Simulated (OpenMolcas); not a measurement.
**One shape, several levels: doublet CH6O2Si+**

Aim: a comparison of 6 runs (UHF/3-21G, UB3LYP/6-31G*, U-revPBE/cc-pVDZ, UBHLYP/cc-pVDZ, UM06-L/cc-pVDZ, ROMP2/cc-pVDZ) of doublet CH6O2Si+. 

The calculation is run with OpenMolcas 26.06.

## (1) The molecule

CH6O2Si+ has 10 atoms, charge +1, and is taken as a doublet. SMILES of the parent species: `C[SiH](O)O`. The coordinates come from a PBE0-D4/def2-TZVP relaxation. This is one conformer, not always the lowest. That shape belongs to the parent species and isn't relaxed for this state.

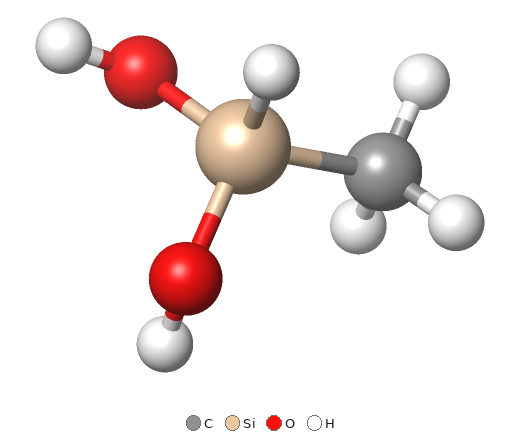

Viewed from a chosen angle; carbon grey, silicon light orange, oxygen red, hydrogen white.

## (2) The energy at UHF/3-21G (run 1)

Input file job.inp:

```
>>> EXPORT MOLCAS_PRINT=2

&GATEWAY
 BasLib
 $CurrDir
 Coord
 10
 angstrom
 C       -1.293000       0.347800      -0.146400
 Si       0.517500       0.180000       0.206800
 O        0.650400      -1.156000       1.160800
 O        1.425000       0.058500      -1.161600
 H       -1.681100      -0.549800      -0.635600
 H       -1.853400       0.489100       0.780800
 H       -1.484400       1.203800      -0.797400
 H        1.088600       1.369900       0.884700
 H        1.521500      -1.366900       1.499800
 H        1.192100      -0.627600      -1.788900
 Basis
 3-21G
 Group
 NoSym

&SEWARD

&SCF
 UHF
 Charge
 1
 Spin
 2
 Thresholds
 1e-10 1e-07 1e-07 1e-05
 PrOrbitals
 1 1
```

The basis set 3-21G is read from a file made from the Basis Set Exchange's data (not shown).

On the command line:

```console
$ export MOLCAS_MEM=1860
$ pymolcas job.inp > job.log
```

What it wrote:

```text
--- Start Module: gateway ---
[...]
--- Stop Module: gateway /rc=_RC_ALL_IS_WELL_ ---
--- Start Module: seward ---
[...]
      Basis functions           52
--- Stop Module: seward /rc=_RC_ALL_IS_WELL_ ---
--- Start Module: scf ---
[...]
       Convergence after  48 Iterations
[...]
::    Total SCF energy                               -477.1535937763
[...]
      Total spin, S                                     0.5044996382
[...]
      Total electronic charge=   41.000000
      Total            charge=    1.000000
[...]
      Dipole Moment (debye):
      Origin of the operator (angstrom)=    0.3965   -0.1003    0.0507
                   X=  2.2175E+00               Y= -3.2476E-01               Z= -3.9682E+00           Total=  4.5573E+00
      Center of Charge (angstrom)
[...]
--- Stop Module: scf /rc=_RC_ALL_IS_WELL_ ---
[...]
```

Run time: 3.3 s. Hardware: 1 thread of Intel Xeon 6975P-C (Granite Rapids), shared host; peak memory 0.38 GiB.

## (3) The energy at UB3LYP/6-31G(d) (spherical functions) (run 2)

Input file mol.input:

```
&GATEWAY
 BasLib=$CurrDir
 Coord
 10
 angstrom
 C       -1.293000       0.347800      -0.146400
 Si       0.517500       0.180000       0.206800
 O        0.650400      -1.156000       1.160800
 O        1.425000       0.058500      -1.161600
 H       -1.681100      -0.549800      -0.635600
 H       -1.853400       0.489100       0.780800
 H       -1.484400       1.203800      -0.797400
 H        1.088600       1.369900       0.884700
 H        1.521500      -1.366900       1.499800
 H        1.192100      -0.627600      -1.788900
 Basis=6-31Gs
 Group=NoSym

&SEWARD
 GridInput
 Grid=UltraFine
 End of Grid

&SCF
 UHF
 Charge=1
 Spin=2
 KSDFT=B3LYP
 Thresholds=1e-10 1e-07 1e-07 1e-05
 PrOrbitals=1 1
```

The basis set 6-31G* is read from a file made from the Basis Set Exchange's data (not shown).

On the command line:

```console
$ export MOLCAS_MEM=1860
$ pymolcas mol.input > mol.log
```

What it wrote:

```text
--- Start Module: gateway ---
[...]
--- Stop Module: gateway /rc=_RC_ALL_IS_WELL_ ---
--- Start Module: seward ---
[...]
      Basis functions           72
--- Stop Module: seward /rc=_RC_ALL_IS_WELL_ ---
[...]
--- Start Module: scf ---
[...]
       Convergence after  27 Iterations
[...]
::    Total KS-DFT energy                            -481.3562834579
[...]
      Total spin, S                                     0.5030523698
[...]
      Total electronic charge=   41.000000
      Total            charge=    1.000000
[...]
      Dipole Moment (debye):
      Origin of the operator (angstrom)=    0.3965   -0.1003    0.0507
                   X= -7.6464E-01               Y=  7.8458E-02               Z= -3.3835E-01           Total=  8.3983E-01
      Center of Charge (angstrom)
[...]
--- Stop Module: scf /rc=_RC_ALL_IS_WELL_ ---
[...]
```

Wall time 45 s (1 thread of Intel Xeon 6975P-C (Granite Rapids), shared host); peak memory 0.42 GiB.

Runs 3 to 5 aren't shown in full; the table further down has their settings and results.

## (4) A single-point energy at ROMP2/cc-pVDZ (run 6)

Input file coord.xyz:

```xyz
10

C     -1.293000     0.347800    -0.146400
Si     0.517500     0.180000     0.206800
O      0.650400    -1.156000     1.160800
O      1.425000     0.058500    -1.161600
H     -1.681100    -0.549800    -0.635600
H     -1.853400     0.489100     0.780800
H     -1.484400     1.203800    -0.797400
H      1.088600     1.369900     0.884700
H      1.521500    -1.366900     1.499800
H      1.192100    -0.627600    -1.788900
```

Input file job.input:

```
>>> EXPORT MOLCAS_PRINT=2

&GATEWAY
  BasLib=$CurrDir
  Coord=coord.xyz
  Basis=cc-pVDZ
  Group=NoSym

&SEWARD

&SCF
  UHF
  Charge=1
  Spin=2
  Thresholds=1e-10 1e-07 1e-07 1e-05
  PrOrbitals=1 2

&RASSCF
  FileOrb=$Project.UnaOrb
  Spin=2
  Nactel=1 0 0
  Inactive=20
  Ras2=1
  OutOrbitals=Canonical
  OrbListing=Few

&CASPT2
  IPEA=0.0
  Frozen=8
```

The basis set cc-pVDZ is read from a file made from the Basis Set Exchange's data (not shown).

On the command line:

```console
$ export MOLCAS_MEM=1860
$ pymolcas job.input > job.log
```

What it wrote:

```text
--- Start Module: gateway ---
[...]
--- Stop Module: gateway /rc=_RC_ALL_IS_WELL_ ---
[...]
      Basis functions           90
[...]
       Convergence after  29 Iterations
[...]
::    Total SCF energy                               -479.7357855467
[...]
      Total spin, S                                     0.5119561518
[...]
--- Start Module: rasscf ---
[...]
      Number of active orbitals                  1
[...]
      Spin quantum number                      0.5
[...]
      Active orbitals                            1
[...]
      Number of CSFs                             1
[...]
      Number of root(s) required                 1
[...]
      Convergence after 14 iterations
[...]
      printout of CI-coefficients larger than  0.05 for root  1
      energy=    -479.730277
      conf/sym  1     Coeff  Weight
             1  u   1.00000 1.00000
      Natural orbitals and occupation numbers for root  1
      sym 1:   1.000000
      ************************************************************************************************************************
      *                                                    Final results                                                     *
[...]
::    RASSCF root number  1 Total energy:   -479.73027706
[...]
      Total electronic charge=   41.000000
      Total            charge=    1.000000
[...]
      Dipole Moment (debye):
      Origin of the operator (angstrom)=    0.3965   -0.1003    0.0507
                   X= -3.7754E+00               Y=  1.0486E+00               Z= -6.8155E-01           Total=  3.9771E+00
      Center of Charge (angstrom)
[...]
--- Stop Module: rasscf /rc=_RC_ALL_IS_WELL_ ---
[...]
--- Start Module: caspt2 ---
[...]
 ###    WARNING: User changed nr of frozen orbitals.                         ###
 ###############################################################################
[...]
      E2 (Variational):          -0.6144630244
      Total energy:            -480.3447400826
[...]
      Reference weight:           0.83771
[...]
::    CASPT2 Root  1     Total energy:   -480.34474008
[...]
--- Stop Module: caspt2 /rc=_RC_ALL_IS_WELL_ ---
[...]
```

Run time: 17 s. Hardware: 1 thread of Intel Xeon 6975P-C (Granite Rapids), shared host; peak memory 0.49 GiB.

## (5) All runs side by side

| run | level | integration grid | frozen core orbitals | energy (Eh) | HOMO energy (eV) | LUMO energy (eV) | ⟨S²⟩ | wall time |
| --- | --- | --- | --- | --- | --- | --- | --- | --- |
| 1 | UHF/3-21G | – | – | -477.153594 | -17.61 | -8.15 | 0.759 | 3.3 s |
| 2 | UB3LYP/6-31G* (spherical functions) | UltraFine | – | -481.356283 | -14.81 | -12.99 | 0.756 | 45 s |
| 3 | U-revPBE/cc-pVDZ | UltraFine | – | -481.252493 | -13.67 | -13.22 | 0.753 | 72 s |
| 4 | UBHLYP/cc-pVDZ | UltraFine | – | -481.251419 | -16.11 | -12.12 | 0.765 | 68 s |
| 5 | UM06-L/cc-pVDZ | UltraFine | – | -481.349775 | -14.01 | -13.42 | 0.754 | 1.7 min |
| 6 | ROMP2/cc-pVDZ | – | 8 | -480.344740 | – | – | – | 17 s |

## (6) What came out

| quantity | value |
| --- | --- |
| run 6: total energy | -480.34474 Eh |

In words: Totals of different functionals can't be ranked against each other. All runs together took 5.2 min, the longest 1.7 min.
